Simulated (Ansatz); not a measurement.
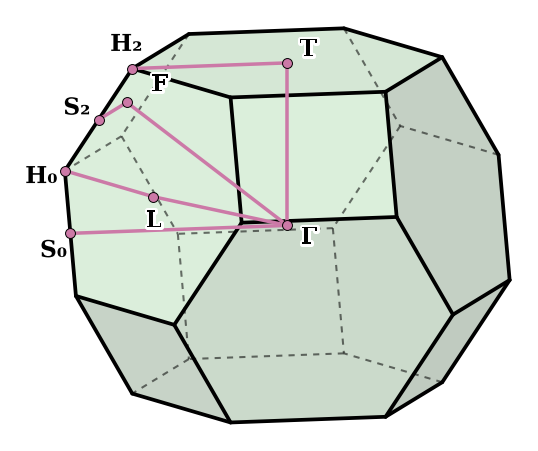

For As, the geometry relaxed with DFT PBEsol, scalar-relativistic, plane waves, PAW in Ansatz 0.2.0: the figure shows the first Brillouin zone with its special points and a band path. All values are computed from the atomic coordinates in the standard setting (tolerance 0.002 Å).

Labels and path follow the convention of Hinuma et al. (2017), as computed by seekpath.

Question: What lattice type do the shape and the labels point to?

Answer: A rhombohedral lattice (hR; extended symbol hR1). The zone is a truncated octahedron in its combinatorial type: 14 faces (6 with 4 edges, 8 with 6 edges), 36 edges, 24 vertices.

Question: Write the standard path through the labelled points.

Answer: Γ–T–H₂ | H₀–L–Γ–S₀ | S₂–F–Γ
